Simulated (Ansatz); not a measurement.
C2H3FSi

```xyz
7

C    -1.0120    1.1836   -0.0284
C    -0.1507    0.1850   -0.0222
Si    0.9680   -1.0633    0.0475
F     0.5563   -2.6284   -0.0422
H    -1.3428    1.6685   -0.9609
H    -1.4502    1.5909    0.8969
H     2.4313   -0.9363    0.1092
```

These are results of RKS r2SCAN-D4/def2-SVP in Ansatz 0.2.0, not measurements.

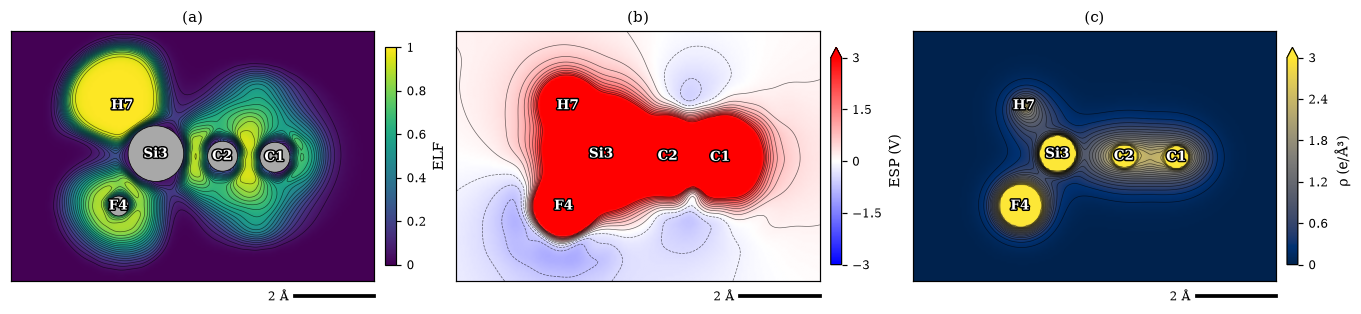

Figure 1. (a) electron localisation function; (b) electrostatic potential; (c) electron density on the plane of atoms C2, Si3 and H7. Grey discs cover the atomic cores in the ELF map.

Interpret the plot.

Answer.
- The section cuts through C, Si, F and H sites.
- C–C (1.32 Å): the density is about 2.3 e/Å³ at the midpoint; the ELF peaks at about 0.90 between the atoms (a short, multiple covalent bond).
- Si–F (1.62 Å): ρ is about 0.98 e/Å³ halfway; the ELF peaks at about 0.90 in the valence shell of F, 0.6 Å from its nucleus, and is about 0.35 at the midpoint.
- C–Si (1.68 Å): the density is about 1.1 e/Å³ at the midpoint; the ELF peaks at about 0.90 between the atoms (a covalent bond).
- Si–H (1.47 Å): ρ is about 0.8 e/Å³ halfway; the ELF climbs to about 1 towards the hydrogen, as it does in any bond to H.
- The ELF also peaks beside F4, away from the bonds: lone-pair regions.
- Outside the dense part of the molecule the potential is most negative (−1.0 V) near F4.

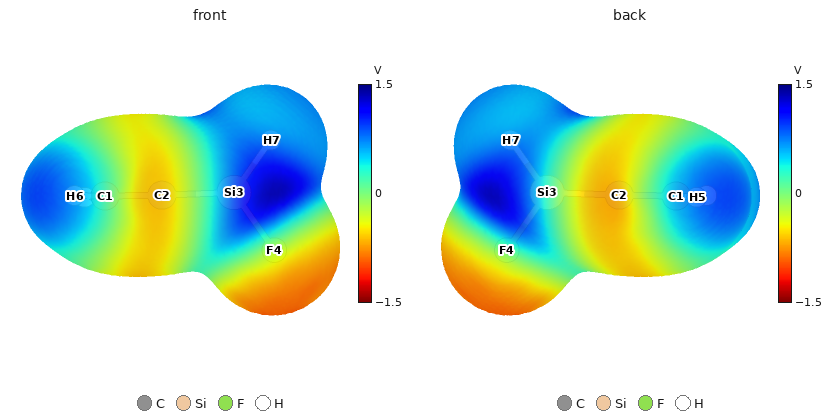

Figure 2. The electrostatic potential painted on the density surface at 0.002 e/bohr³, seen from the front and from behind; the colour scale runs from red (negative) to blue (positive).

Where is the surface potential most negative and most positive?

Answer. The most negative region (about −0.9 V, or −21 kcal/mol for a unit charge) lies over F4, the most positive (about +1.3 V, or +30 kcal/mol for a unit charge) over Si3.

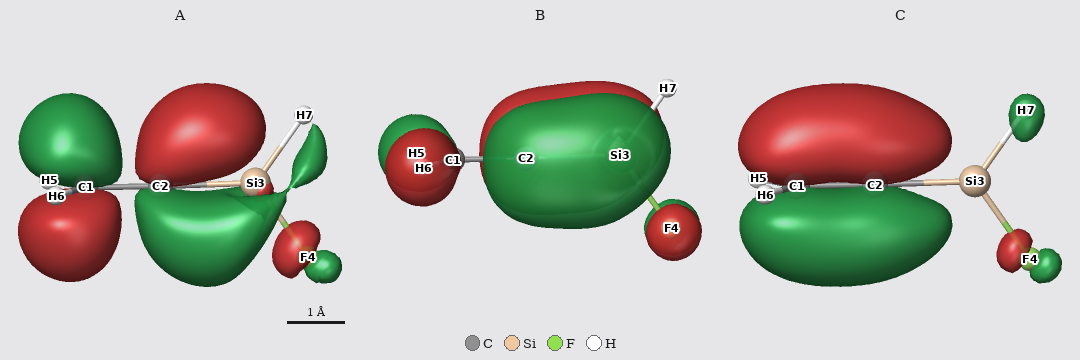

Figure 3. Three frontier orbitals at ±0.1 Å⁻³ᐟ² (green and red are the two phases), in no order.

Which picture is the HOMO−1, the HOMO and the LUMO?

Answer. C is the HOMO−1 (−7.43 eV). Its weight (Hirshfeld) is mainly on C2 (about 45 %) and C1 (about 40 %); π-bonding across C2–C1. B is the HOMO (−5.40 eV). Its weight (Hirshfeld) is mainly on C2 (about 40 %), Si3 (about 40 %) and C1 (about 10 %); π-bonding across C2–Si3. A is the LUMO (−2.00 eV). It lies mainly on C1 (about 35 %), C2 (about 25 %) and Si3 (about 25 %); π-antibonding (π*) across C1–C2.

What is the HOMO–LUMO gap?

Answer. 3.40 eV between the orbital energies.
